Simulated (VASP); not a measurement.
Band structure of MgB2 (AlB2 type). Method: r2SCAN+rVV10, VASP's PBE PAW potentials (set 64) (plane waves; VASP).

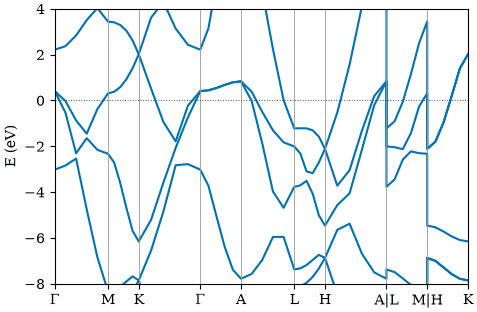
Figure: Bands along high-symmetry lines, zero at the valence-band maximum or, without a gap, the Fermi level

Problem. Read the plot: is there a gap, and where are the band edges?

Solution. It has no gap at this level: it comes out as a metal or semimetal.

The compound is MgB2 in the AlB2 type structure. It was relaxed first.
